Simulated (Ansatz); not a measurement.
# A computed series for BiAu2: pressure series

Base system: BiAu2 in the cubic Laves (MgCu2 type) structure (space group Fd-3m, No. 227).

```cif
data_Au16Bi8
_chemical_formula_sum 'Bi8 Au16'
_space_group_name_H-M_alt 'Fd-3m :1'
_space_group_IT_number 227
_space_group_name_Hall 'F 4d 2 3 -1d'
_cell_length_a 7.94475
_cell_length_b 7.94475
_cell_length_c 7.94475
_cell_angle_alpha 90.000
_cell_angle_beta 90.000
_cell_angle_gamma 90.000
loop_
_atom_site_label
_atom_site_type_symbol
_atom_site_symmetry_multiplicity
_atom_site_Wyckoff_symbol
_atom_site_fract_x
_atom_site_fract_y
_atom_site_fract_z
_atom_site_occupancy
Bi1 Bi 8 b 0.50000 0.50000 0.50000 1
Au1 Au 16 c 0.12500 0.12500 0.12500 1
```
(The calculation used a cell of 6 atoms; values per cell refer to that cell.)

Cell and atoms are relaxed at each pressure.

Level of theory: PBEsol, PAW, 420 eV (Ansatz, a program for electronic structure; no spin-orbit coupling).

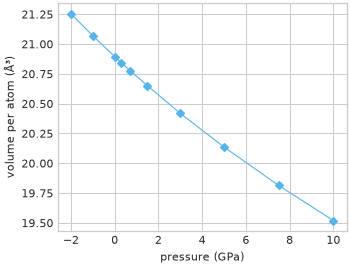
Figure: Volume per atom against pressure

Q: From the plot, what is the volume per atom for pressure −2 GPa?

A: About 21.3 Å³.

Q: Is the trend monotonic over the range shown?

A: Yes, it falls throughout, spanning 19.52 Å³ to 21.25 Å³.

Load acts through the strain it causes; cell and atoms are relaxed under it. No phonon test of stability was made. No other phases were tried under pressure.
